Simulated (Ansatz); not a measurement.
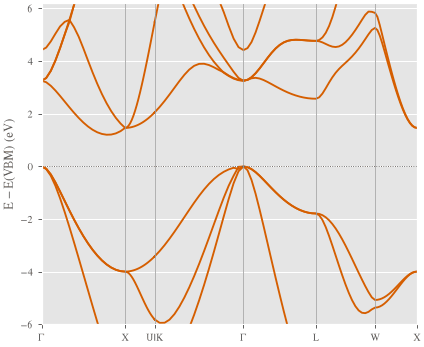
Figure: Band structure from the program Ansatz at the PBE level (PAW)

Question: Read off the gap and where the band edges lie.

Answer: About 1.2 eV (1.20 eV by a search for the band edges); maximum at Γ, minimum on the Γ–X line, 80 % of the way from Γ.

Question: Which compound is it?
(A) YN, rock salt
(B) BaS, rock salt
(C) BAs, zinc blende
(D) BeS, zinc blende

Answer: C, BAs, zinc blende

Space group F-43m (zinc blende). The cell was relaxed with PBE under the symmetry of its start. The volume moved by 20 % from the start of the relaxation. Scalar-relativistic: spin–orbit coupling is off unless named, which matters more the heavier the elements.

Potentials: the later of the program's two PAW sets.
